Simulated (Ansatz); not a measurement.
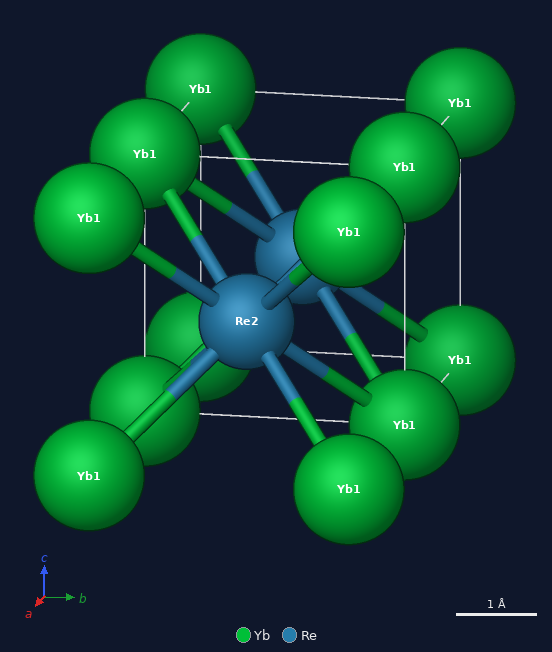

This is a crystal of YbRe (built on the CsCl type). Style: ball-and-stick. Shown: the cell of the calculation, repeated 2 × 1 × 1 with one cell outlined, slightly off an axis.

Theory: DFT r2SCAN, scalar-relativistic, plane waves, PAW (Ansatz 0.2.0). Settings: plane-wave cutoff 500 eV; k-point mesh 10 × 10 × 10; occupations gaussian; smearing width 0.05 eV; no spin polarisation.

Change: The cell is strained by +1.0 % along b and none across it (volume +1.0 %), the atoms keeping their fractional coordinates. No relaxation follows.

What does the calculation give for the changed structure?

Answer. The energy changes by less than 1 meV per atom. Pressure: 0.0 GPa before, −1.2 GPa after. The principal stresses (compression positive) are −1.1 GPa along b and −1.3 GPa across it. All forces vanish by symmetry. Among the bonded contacts that change: Re–Yb 2.901 → 2.911 Å. The space group (tolerance 0.01 Å) goes from Pm-3m (No. 221) to P4/mmm (No. 123).

Limits of the set-up: 4f states are treated without a Hubbard U.
